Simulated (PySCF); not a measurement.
H$_{9}$NSi$_{3}$, SMILES `[SiH3]N([SiH3])[SiH3]`.

Computed with PySCF, PBE/6-311+G**, geometry: GFN2-xTB. No frequency check shows the geometry to be a minimum.

Coordinates in Å:

```
Si1      1.6766    0.4611   -0.0128
N2       0.0003    0.0000    0.1286
Si3     -1.2377    1.2212   -0.0127
Si4     -0.4390   -1.6823   -0.0126
H5       2.4744   -0.5674    0.6511
H6       2.0633    0.5668   -1.4246
H7       1.8359    1.7534    0.6511
H8      -0.7456    2.4267    0.6510
H9      -2.4362    0.7134    0.6512
H10     -1.5236    1.5023   -1.4245
H11     -0.5408   -2.0701   -1.4245
H12     -1.7286   -1.8589    0.6512
H13      0.6006   -2.4664    0.6511
```

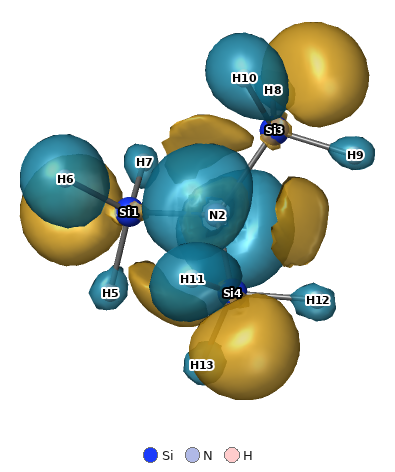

Unrelaxed difference density of S₁ less the ground state (TDA singlet states), ±0.01 e/Å³; yellow: gain, teal: loss.

Q: How does the charge move on excitation?

A: 0.77 e is displaced in all, of which about 0.5 e passes between atoms: N2 (0.39 e) loses electrons and Si1, Si3 and Si4 (0.12 e each) gain them. The state: 5.08 eV (244 nm), f = 0.000 (very weak), partly diffuse acceptor orbital; the leading pair carries 100 %; hole on N2 (47 %), Si1, Si3 and Si4 (9 % each) and H6, H10 and H11 (6 % each), electron on Si1, Si3 and Si4 (21 % each) and N2 (7 %) (atom shares of so diffuse an orbital are rough); their centroids lie 0.1 Å apart.
